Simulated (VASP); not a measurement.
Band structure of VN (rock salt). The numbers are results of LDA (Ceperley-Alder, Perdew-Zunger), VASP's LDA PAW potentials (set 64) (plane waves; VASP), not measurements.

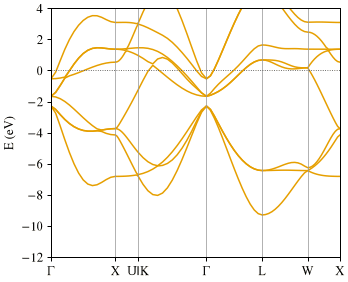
Figure: Bands along high-symmetry lines, zero at the valence-band maximum or, without a gap, the Fermi level

**Question.** Read the plot: is there a gap, and where are the band edges?

**Answer.** It has no gap at this level: it comes out as a metal or semimetal. (Edges off the drawn lines would not show.)

The compound is VN in the rock salt structure, which distorts at low temperature. It was relaxed first, which changed the volume by -7 %. The run is not spin-polarised, so no magnetic state was tried. VASP warned that the highest band is occupied, so more bands are needed.
